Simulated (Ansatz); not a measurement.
# Scan of one atom of the cell for TiB2 (AlB2 type, space group P6/mmm)

Relaxed TiB$_{2}$ (AlB2 type, space group P6/mmm):

```
TiB2
1.0
    3.03199     0.00000     0.00000
   -1.51599     2.62578     0.00000
    0.00000     0.00000     3.22435
Ti B
1 2
Cartesian
  0.00000   0.00000   0.00000
  0.00000   1.75052   1.61217
  1.51599   0.87526   1.61217
```

In each cell atom 3 (B, nearest neighbour B at 1.751 Å; its periodic images, 3.0 Å or more away, move with it) moves by s·(0.577, 0.577, 0.577) (along Cartesian [111]), the rest being held.

Method: PBE (plane waves to 420 eV, PAW, scalar-relativistic; Ansatz, a program for electronic structure). k mesh 14×14×12 (Γ-centred), Fermi-Dirac smearing 0.05 eV. The energy includes the smearing's −TS. With partly filled bands, energies and forces of such displacements shift with the k mesh and the smearing. F∥ is the force on the atom along that direction. TiB2 is run without spin polarisation. TiB2 was relaxed with its symmetry unable to fall. ΔE is measured from the undisplaced structure.

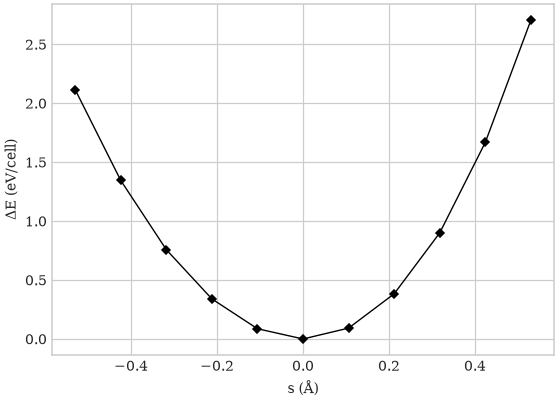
ΔE (eV/cell) against s (Å); computed points joined by lines.

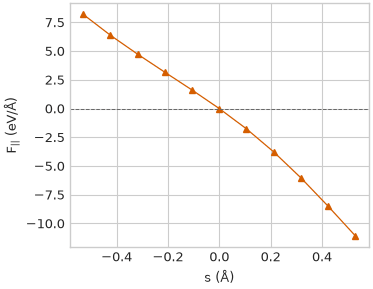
Fig. 1. F∥ (eV/Å) against s (Å); markers are the computed points, lines only join them.

The force constant k = d²E/ds² at s = 0 (finite differences) is 15.8 eV/Å² and the energy at s = 0.530 Å comes out as 2706 meV/cell. The force along the line at s = -0.530 Å comes out as 8.20 eV/Å. Harmonic estimate at the end of the scan: ½ks² = 2221 meV/cell against the computed 2706 meV/cell, so the well is stiffer than harmonic there. Shape of the curve: a single well with its minimum at or next to zero displacement.

The forces along the line at the two nearest points give (1.614 − (-1.767)) / (2·0.106) = 15.95 eV/Å²; the next pair corrects for the finite step.

(For displaced atoms, the force is minus the slope of the energy, and its curvature is a force constant, which sets phonon frequencies.)
